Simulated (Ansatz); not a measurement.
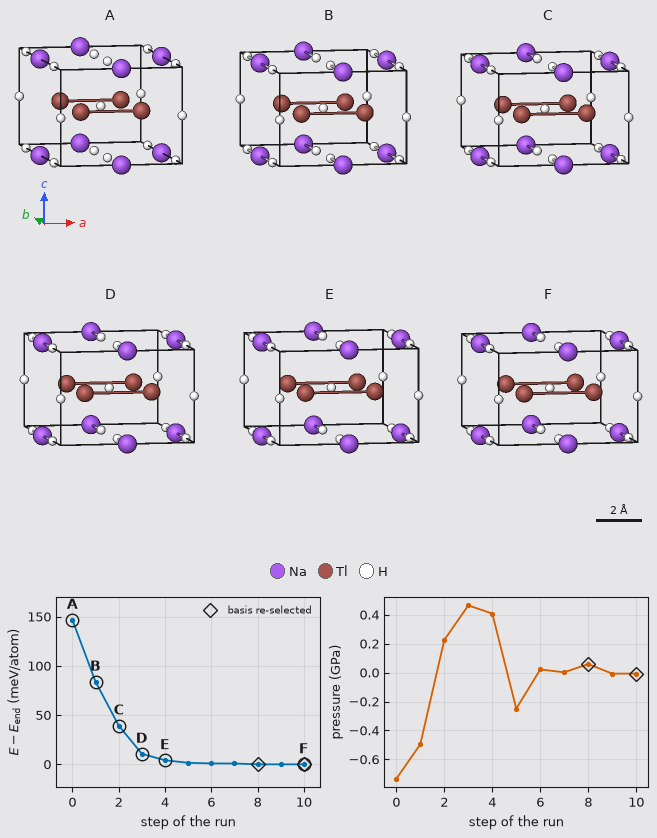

Frames of a relaxation of solid NaTl2H3 (built on the CeAl2Cu3-65 type type), marked on the history of the run. The picture is a ball-and-stick view of the conventional cell (2 times the calculation's cell), seen slightly off an axis. Lengths and directions refer to the drawn axes.

All numbers below come from DFT, PBEsol, plane waves, PAW in Ansatz. Set-up: plane-wave cutoff 420 eV; k-point mesh 4 × 4 × 6; occupations fermi dirac; smearing width 0.03 eV; no spin polarisation; cell and atoms relaxed; force threshold 0.01 eV/Å; at most 120 steps.

Describe the path.

Answer. The largest moves relative to the cell, 0.70 Å, are those of H atoms. Tl and Na stay in place. The volume changes by −2.9 %, with a 5.518 → 6.305 Å (+14.3 %), b 9.228 → 8.217 Å (−11.0 %), c 4.314 → 4.117 Å (−4.6 %). Near-neighbour distances that change, for instance: H–Na 3.128 → 2.087 Å, Tl–Tl 2.759 → 3.153 Å. New bonds form, among them: H–Na (3.13 → 2.09 Å). The space group stays Cmmm (No. 65). Over 8 accepted moves (10 points after the start) the energy falls by 147 meV per atom. Largest force component: 0.32 eV/Å at the start, 0.0019 eV/Å at the end. The pressure goes from −0.73 to −0.01 GPa. The SCF was repeated twice at an unchanged geometry on a basis and grid sized afresh for the cell, which shifted the energy by 0.8 meV per atom at most. From step 0 to 1: H atoms move most (0.19 Å), volume −4.0 %, energy −62.8 meV per atom. From step 1 to 2: H atoms move most (0.18 Å), volume −3.0 %, energy −44.6 meV per atom. From step 2 to 3: H atoms move most (0.17 Å), energy −28.7 meV per atom. From step 3 to 4: H atoms move most (0.17 Å), volume +2.5 %, energy −6.6 meV per atom. From step 4 to 10: volume +1.6 %, energy −4.1 meV per atom.

```tsv
step	E − E(0), meV/atom	largest force component, eV/Å	pressure, GPa	volume, Å³/atom	note
0	0.00	0.3196	-0.73	18.303	
1	-62.82	0.3921	-0.50	17.576	
2	-107.38	0.3657	0.23	17.050	
3	-136.07	0.2137	0.46	17.063	
4	-142.64	0.1540	0.41	17.493	
5	-145.20	0.0595	-0.25	17.762	
6	-145.86	0.0047	0.02	17.706	
7	-145.91	0.0014	0.00	17.746	
8	-146.76	0.0017	0.06	17.746	same geometry, new basis
9	-146.78	0.0019	-0.01	17.774	
10	-146.79	0.0019	-0.01	17.774	same geometry, new basis
```

Limits of the set-up: layers or molecules are held without a dispersion correction, so their spacing is unreliable.
